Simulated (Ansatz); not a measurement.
# Cl2H6HfN2: what the fields show

Input

```
crystal:
  periodic: [false, false, false]
  atoms:
    - { symbol: Hf, position_ang: [0.117947, -0.538069, -0.759008] }
    - { symbol: "N", position_ang: [0.322702, 0.45837, 2.486541] }
    - { symbol: H, position_ang: [-0.375552, 0.565205, 3.219121] }
    - { symbol: H, position_ang: [1.229442, 0.665163, 2.89794] }
    - { symbol: Cl, position_ang: [2.394803, 0.068478, -0.917289] }
    - { symbol: "N", position_ang: [-1.055319, 0.992054, -0.291884] }
    - { symbol: H, position_ang: [-1.856394, 1.465873, -0.693757] }
    - { symbol: H, position_ang: [-0.810582, 1.39995, 0.617137] }
    - { symbol: Cl, position_ang: [-0.765929, -1.686216, -2.61066] }
    - { symbol: H, position_ang: [0.018628, -1.626572, 0.734778] }
    - { symbol: H, position_ang: [0.326453, -0.550136, 2.230481] }
basis:
  gaussian: { orbitals: def2-SVP }
hamiltonian:
  xc: pbe0
relax:
  f_tol: 0.03
  max_steps: 50
output:
  orbitals: {}
```

Run with:

```sh
ansatz run input.yaml --threads 4 --pin off --max-ram 5120MiB --backend cpu --events-out ev --progress --plain --runs-dir out
```

The fields are those of the run's last geometry, not of the input's.

Core potentials replace the inner electrons of Hf.

These are results of Ansatz 0.2.0, RKS PBE0/def2-SVP, not measurements.

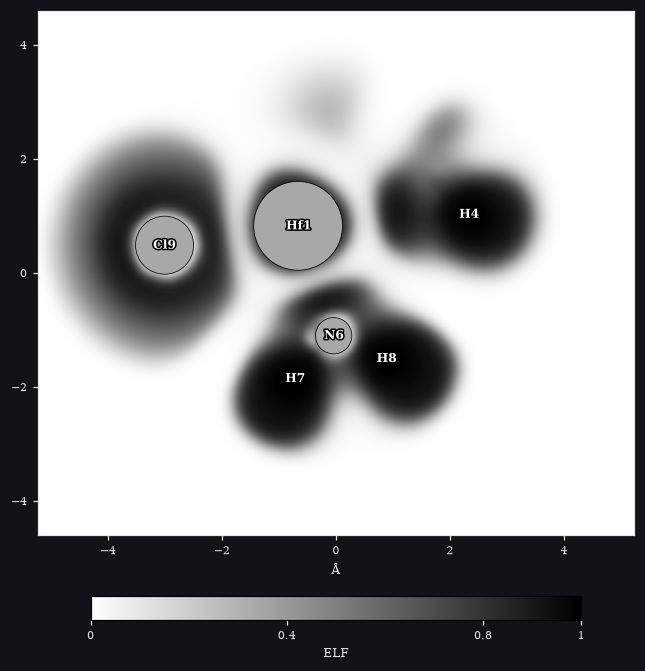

Figure 1. ELF on the plane of atoms Hf1, N6 and H7. Grey discs cover the atomic cores.

> What do the fields say about this system?

- The plane passes through Hf, H, N and Cl nuclei.
- Hf–N (2.03 Å): the ELF peaks at about 0.90 in the valence shell of N, 0.6 Å from its nucleus, and is about 0.25 at the midpoint.
- Hf–Cl (2.37 Å): the ELF peaks at about 0.85 in the valence shell of Cl, 0.8 Å from its nucleus, and is about 0.30 at the midpoint.
- N–H (1.02 Å): the ELF climbs to about 1 towards the hydrogen, as it does in any bond to H: an ordinary covalent bond to hydrogen.

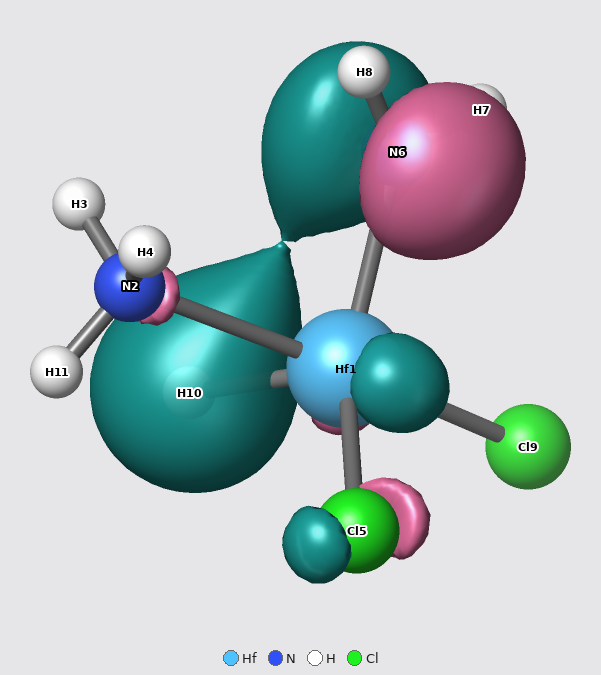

Figure 2. The HOMO at ±0.15 Å⁻³ᐟ² (teal and pink are the two phases), seen at a tilt.

> Where does this orbital lie, and at what energy?

It lies mainly on N6 (about 35 %), H10 (about 25 %) and Hf1 (about 25 %). Its energy is −7.46 eV.

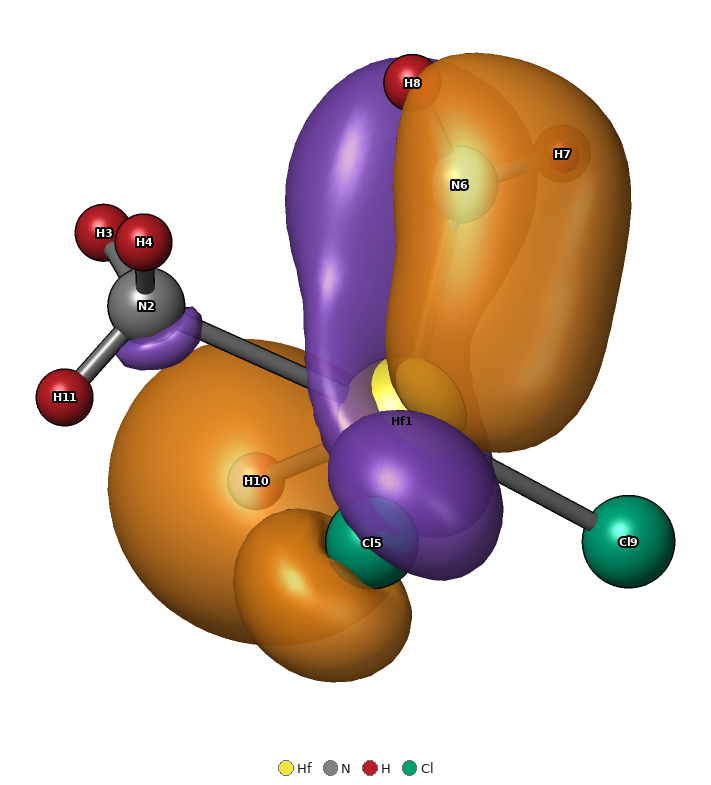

Figure 3. The HOMO−1 at ±0.08 Å⁻³ᐟ² (orange and purple are the two phases), seen at a tilt.

> Where does this orbital lie, and at what energy?

It lies mainly on N6 (about 30 %), Hf1 (about 30 %), H10 (about 25 %) and Cl5 (about 10 %). Its energy is −8.03 eV.
